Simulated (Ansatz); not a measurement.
System: Cl2H4NOSTa···HCl.

Input file:

```
crystal:
  periodic: [false, false, false]
  atoms:
    - { symbol: Ta, position_ang: [0.0, 0.0, 0.0] }
    - { symbol: Cl, position_ang: [2.82, 0.0, 0.0] }
    - { symbol: Cl, position_ang: [0.0, 0.0, 2.47] }
    - { symbol: Cl, position_ang: [0.0, 0.0, -2.47] }
    - { symbol: O, position_ang: [-1.01, 1.7493, 0.0] }
    - { symbol: H, position_ang: [-1.4859, 1.8638, 0.8834] }
    - { symbol: "N", position_ang: [-1.08, -1.8706, 0.0] }
    - { symbol: H, position_ang: [-1.8056, -2.0636, 0.7482] }
    - { symbol: H, position_ang: [-0.8844, -2.5955, -0.7482] }
    - { symbol: S, position_ang: [0.8829, 2.1106, -1.6143] }
    - { symbol: H, position_ang: [1.9244, 1.6655, -2.4372] }
    - { symbol: H, position_ang: [2.2296, 1.25, -0.956] }
basis:
  gaussian: { orbitals: def2-SVP }
hamiltonian:
  xc: hf
relax:
  f_tol: 0.15
  max_steps: 25
  restrain:
    - { distance: [0, 9], at: 2.5, k: 30.0 }
    - { distance: [11, 1], at: 1.37, k: 30.0 }
    - { distance: [0, 1], at: 3.67, k: 30.0 }
    - { distance: [11, 9], at: 2.6, k: 30.0 }
output:
  orbitals: {}
```

Run with:

```sh
ansatz run input.yaml --threads 4 --pin off --max-ram 5120MiB --backend cpu --events-out ev --progress --plain --runs-dir out
```

The fields are those of the run's last geometry, not of the input's.

Core potentials replace the inner electrons of Ta; not at a stationary point (largest force 1.4 eV/Å).

The calculation used RHF/def2-SVP in Ansatz 0.2.0.

Question: What will maps of the electron density and electron localisation function show?

Answer: Ta–O (1.86 Å): the density is about 1.1 e/Å³ at the midpoint; the ELF peaks at about 0.85 in the valence shell of O, 0.5 Å from its nucleus, and drops to about 0.25 between the two atoms.
Ta–Cl (2.36 Å): the density is about 0.59 e/Å³ at the midpoint; the ELF peaks at about 0.85 in the valence shell of Cl, 0.9 Å from its nucleus, and is about 0.40 at the midpoint.

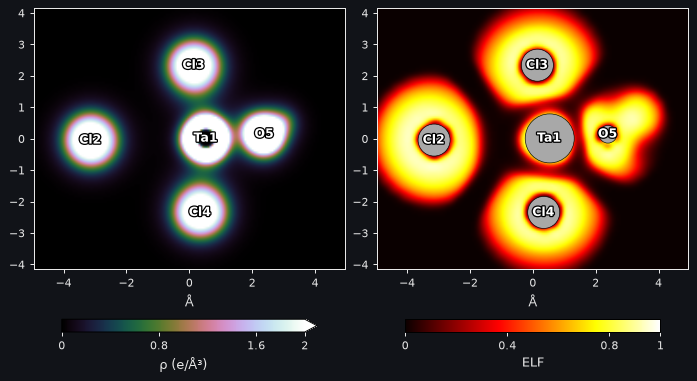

Computed electron density and electron localisation function on the plane of atoms Cl4, Ta1 and O5, in this order. Grey discs cover the atomic cores in the ELF map. 
